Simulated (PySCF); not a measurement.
Geometry relaxation, with input and output: Si₂HO₂F₃

- system: Si₂HO₂F₃
- method: PBE0-D3(BJ)/def2-SVP geometry optimisation, gas phase (PySCF 2.14.0)

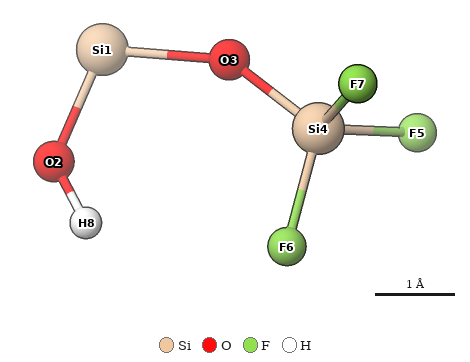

The input geometry (ball-and-stick view, seen at a tilt; atoms are numbered from 1 in the order of the input). Bond lengths as drawn: F–Si 1.57 to 1.59 Å, H–O 0.94 Å and O–Si 1.53 to 1.70 Å.

The input:
```
{"job": {"xc": "PBE0", "basis": "def2-SVP", "d3": "d3bj", "grid": 2, "kind": "geom", "shake": 0.01}, "charge": 0, "multiplicity": 1}
Si     1.511937     1.385679    -0.581140
O      2.156293    -0.012702    -0.912241
O     -0.025988     1.002382     0.022969
Si    -1.037230    -0.070195     0.444367
F     -1.472339     0.071264     1.955384
F     -0.541049    -1.553335     0.268424
F     -2.360979     0.031904    -0.438637
H      1.815432    -0.883549    -0.787026
```

The first line tells a small driver script what to run in PySCF; the rest is the geometry in Å.

Hardware: 1 CPU thread, shared host.

Launched with:
```bash
OMP_NUM_THREADS=1 python <driver script> task.json out
```

Log:
```
step   0  E = -1028.63513837  max force = 0.062470
step   1  E = -1028.64647236  max force = 0.013835
step   2  E = -1028.64705373  max force = 0.006084
step   3  E = -1028.64734733  max force = 0.003027
step   4  E = -1028.64754330  max force = 0.005317
step   5  E = -1028.64761450  max force = 0.002962
step   6  E = -1028.64767054  max force = 0.001181
step   7  E = -1028.64767777  max force = 0.000665
step   8  E = -1028.64768087  max force = 0.000704
step   9  E = -1028.64767859  max force = 0.000659
step  10  E = -1028.64768083  max force = 0.000536
step  11  E = -1028.64768260  max force = 0.000428
optimisation converged
```

Trajectory as extended XYZ (Å, eV, eV/Å), 12 frames, from step=0 to step=11:
```
8
Properties=species:S:1:pos:R:3:forces:R:3 step=0 energy=-27990.58782
Si    1.5119    1.3857   -0.5811   -0.5695   2.9983   0.3328
O     2.1563   -0.0127   -0.9122    1.4331  -1.4745  -0.6421
O    -0.0260    1.0024    0.0230    2.2970   2.0246  -0.8276
Si   -1.0372   -0.0702    0.4444   -3.2123  -1.3953   0.5916
F    -1.4723    0.0713    1.9554   -0.1125   0.1103   0.7401
F    -0.5411   -1.5533    0.2684    0.7906  -1.1219  -0.2200
F    -2.3610    0.0319   -0.4386   -0.1687   0.0427  -0.1161
H     1.8154   -0.8835   -0.7870   -0.4576  -1.1843   0.1414
8
Properties=species:S:1:pos:R:3:forces:R:3 step=1 energy=-27990.89624
Si    1.5303    1.4898   -0.5743   -0.3527  -0.0668   0.1289
O     2.1728    0.0083   -0.8929    0.2797  -0.1652  -0.1095
O    -0.0072    1.0288    0.0297    0.3841   0.7114  -0.1920
Si   -1.0832   -0.0696    0.4538    0.0372  -0.3528   0.1663
F    -1.4858    0.0612    1.9908   -0.0428  -0.0731  -0.0689
F    -0.4073   -1.5135    0.2331   -0.1819  -0.0213   0.0294
F    -2.4083    0.0095   -0.4234   -0.0281  -0.0612  -0.0014
H     1.7259   -0.8339   -0.7355   -0.0953   0.0289   0.0471
8
Properties=species:S:1:pos:R:3:forces:R:3 step=2 energy=-27990.91206
Si    1.5209    1.4897   -0.6054   -0.1326   0.0082   0.0425
O     2.1828    0.0038   -0.8800    0.1426  -0.1114  -0.0349
O    -0.0091    1.0514    0.0157    0.1023   0.3129  -0.0353
Si   -1.0737   -0.0664    0.4486   -0.0563  -0.2597   0.0534
F    -1.4679    0.0351    1.9888    0.0287  -0.0054  -0.0177
F    -0.4307   -1.5200    0.2032   -0.0072   0.0442   0.0224
F    -2.4147    0.0146   -0.4048   -0.0171   0.0090  -0.0432
H     1.7295   -0.8276   -0.6848   -0.0604   0.0022   0.0128
8
Properties=species:S:1:pos:R:3:forces:R:3 step=3 energy=-27990.92005
Si    1.5210    1.4913   -0.5982    0.0739  -0.0111  -0.0246
O     2.1654   -0.0102   -0.8583    0.0266  -0.0294  -0.0187
O    -0.0139    1.0849    0.0177   -0.1557   0.0646   0.0701
Si   -1.0582   -0.0650    0.4408   -0.0630  -0.0590  -0.0146
F    -1.4640    0.0167    1.9782    0.0268   0.0208  -0.0006
F    -0.3911   -1.5063    0.1972    0.0623   0.0008  -0.0173
F    -2.3941   -0.0091   -0.4246    0.0338   0.0191  -0.0100
H     1.6721   -0.8216   -0.6716   -0.0048  -0.0058   0.0157
8
Properties=species:S:1:pos:R:3:forces:R:3 step=4 energy=-27990.92538
Si    1.5108    1.4908   -0.6018    0.2247  -0.0611  -0.0831
O     2.1338   -0.0313   -0.8266   -0.0838   0.0967   0.0312
O    -0.0327    1.1312    0.0184   -0.2734  -0.1105   0.1321
Si   -1.0414   -0.0629    0.4258   -0.0320   0.1576  -0.0786
F    -1.4411   -0.0210    1.9652   -0.0001   0.0181   0.0027
F    -0.3273   -1.4761    0.1553    0.0818  -0.0837  -0.0189
F    -2.3759   -0.0319   -0.4431    0.0402   0.0037   0.0290
H     1.6110   -0.8182   -0.6118    0.0426  -0.0207  -0.0144
8
Properties=species:S:1:pos:R:3:forces:R:3 step=5 energy=-27990.92732
Si    1.5140    1.4919   -0.5805    0.1523  -0.0591  -0.0556
O     2.1275   -0.0305   -0.8245   -0.1019   0.0980   0.0302
O    -0.0409    1.1414    0.0291   -0.1520  -0.0854   0.0684
Si   -1.0408   -0.0633    0.4236    0.0204   0.1250  -0.0450
F    -1.4585   -0.0218    1.9581   -0.0094   0.0009   0.0065
F    -0.3016   -1.4679    0.1652    0.0335  -0.0555  -0.0216
F    -2.3637   -0.0490   -0.4615    0.0152  -0.0086   0.0174
H     1.6013   -0.8201   -0.6283    0.0418  -0.0153  -0.0003
8
Properties=species:S:1:pos:R:3:forces:R:3 step=6 energy=-27990.92884
Si    1.5077    1.4977   -0.5791    0.0033  -0.0550  -0.0043
O     2.1190   -0.0244   -0.8108   -0.0423   0.0607   0.0291
O    -0.0553    1.1520    0.0325    0.0243   0.0059  -0.0093
Si   -1.0409   -0.0649    0.4147    0.0599   0.0310  -0.0048
F    -1.4561   -0.0403    1.9504   -0.0157  -0.0172   0.0065
F    -0.2815   -1.4592    0.1413   -0.0206  -0.0068   0.0039
F    -2.3653   -0.0586   -0.4662   -0.0209  -0.0192  -0.0109
H     1.6097   -0.8216   -0.6015    0.0121   0.0006  -0.0103
8
Properties=species:S:1:pos:R:3:forces:R:3 step=7 energy=-27990.92904
Si    1.5072    1.5028   -0.5701   -0.0234  -0.0255   0.0083
O     2.1170   -0.0176   -0.8038   -0.0086   0.0231   0.0083
O    -0.0584    1.1549    0.0357    0.0342   0.0206  -0.0161
Si   -1.0396   -0.0664    0.4119    0.0297  -0.0131   0.0107
F    -1.4645   -0.0468    1.9453   -0.0040  -0.0084   0.0009
F    -0.2740   -1.4587    0.1420   -0.0171   0.0081   0.0015
F    -2.3603   -0.0690   -0.4748   -0.0165  -0.0071  -0.0134
H     1.6098   -0.8185   -0.6047    0.0056   0.0022  -0.0002
8
Properties=species:S:1:pos:R:3:forces:R:3 step=8 energy=-27990.92912
Si    1.5018    1.5087   -0.5672   -0.0216   0.0148   0.0109
O     2.1204   -0.0076   -0.7941    0.0058  -0.0102   0.0000
O    -0.0635    1.1561    0.0357    0.0246   0.0111  -0.0131
Si   -1.0403   -0.0697    0.4080   -0.0091  -0.0362   0.0072
F    -1.4670   -0.0575    1.9412    0.0026   0.0017  -0.0030
F    -0.2726   -1.4602    0.1346   -0.0025   0.0137   0.0007
F    -2.3613   -0.0759   -0.4792    0.0003   0.0029  -0.0048
H     1.6198   -0.8133   -0.5978   -0.0002   0.0022   0.0021
8
Properties=species:S:1:pos:R:3:forces:R:3 step=9 energy=-27990.92906
Si    1.4948    1.5174   -0.5609   -0.0112   0.0339   0.0092
O     2.1221    0.0045   -0.7814    0.0185  -0.0265  -0.0073
O    -0.0705    1.1581    0.0361    0.0016  -0.0067  -0.0057
Si   -1.0403   -0.0755    0.4025   -0.0314  -0.0245   0.0012
F    -1.4700   -0.0712    1.9349    0.0050   0.0055  -0.0039
F    -0.2656   -1.4610    0.1258    0.0086   0.0085  -0.0007
F    -2.3600   -0.0864   -0.4874    0.0112   0.0058   0.0040
H     1.6267   -0.8051   -0.5885   -0.0023   0.0041   0.0033
8
Properties=species:S:1:pos:R:3:forces:R:3 step=10 energy=-27990.92912
Si    1.4923    1.5206   -0.5587   -0.0047   0.0276   0.0067
O     2.1248    0.0095   -0.7794    0.0150  -0.0207  -0.0059
O    -0.0722    1.1561    0.0360   -0.0072  -0.0108  -0.0031
Si   -1.0415   -0.0784    0.4015   -0.0231  -0.0083  -0.0016
F    -1.4714   -0.0740    1.9338    0.0027   0.0028  -0.0031
F    -0.2655   -1.4628    0.1247    0.0100   0.0024  -0.0017
F    -2.3606   -0.0889   -0.4892    0.0101   0.0028   0.0054
H     1.6314   -0.8015   -0.5874   -0.0029   0.0043   0.0032
8
Properties=species:S:1:pos:R:3:forces:R:3 step=11 energy=-27990.92917
Si    1.4867    1.5278   -0.5535    0.0075   0.0038   0.0020
O     2.1281    0.0194   -0.7745    0.0047   0.0023  -0.0015
O    -0.0769    1.1538    0.0360   -0.0175  -0.0144  -0.0013
Si   -1.0430   -0.0844    0.3988    0.0014   0.0220  -0.0022
F    -1.4737   -0.0815    1.9307   -0.0025  -0.0038   0.0004
F    -0.2604   -1.4647    0.1213    0.0073  -0.0093  -0.0027
F    -2.3604   -0.0965   -0.4937    0.0011  -0.0044   0.0031
H     1.6369   -0.7933   -0.5838   -0.0021   0.0038   0.0021
```

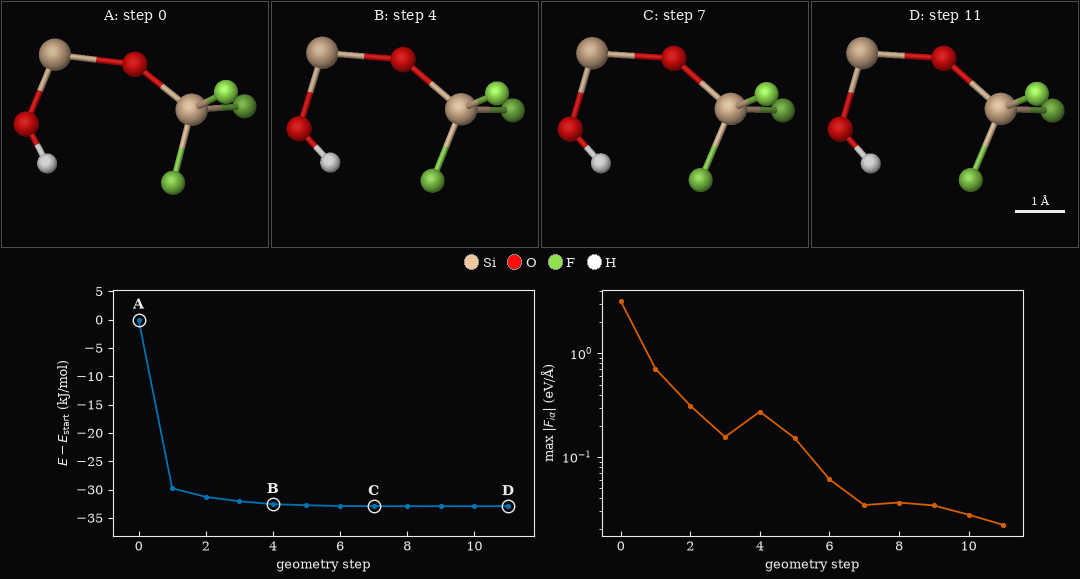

Frames of the relaxation (ball-and-stick view, seen at a tilt) above the curves, on which the letters mark them (steps are counted from 0).

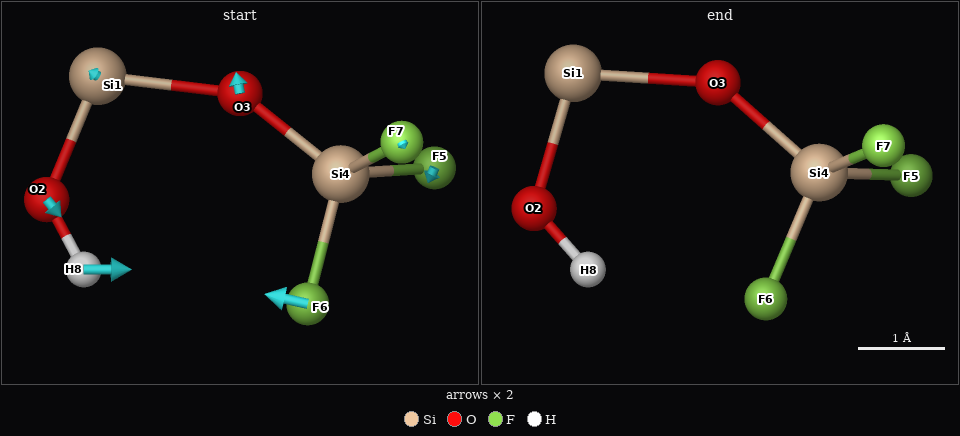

Before (left) and after (right) the relaxation, at one scale (ball-and-stick view, seen at a tilt). The teal arrows give the displacements, magnified 2 times. The atom that moves furthest after the best rigid fit is H8 (0.28 Å). Largest moves by element: H 0.28 Å, F 0.26 Å, O 0.14 Å, Si 0.07 Å. Among the contacts that change: Si1–O2 1.575 → 1.654 Å, O3–Si4 1.533 → 1.612 Å, Si4–F6 1.574 → 1.611 Å, O2–H8 0.944 → 0.969 Å. Among the angles that change: Si1–O2–H8 130.1° → 122.8°, Si1–O3–Si4 148.7° → 142.4°, O3–Si4–F6 114.9° → 109.2°. The energy falls by 32.9 kJ/mol in 11 geometry steps. The largest force component goes from 3.2 to 0.022 eV/Å. (Atoms are counted from 1 in the order of the input.)

Results in brief:

| quantity | value |
| --- | --- |
| outcome | converged |
| total energy | −1028.647683 hartree |
| dipole moment | 0.43 D |
| point group | Cs |
| wall time | 80 s |
| peak memory | 0.56 GiB |
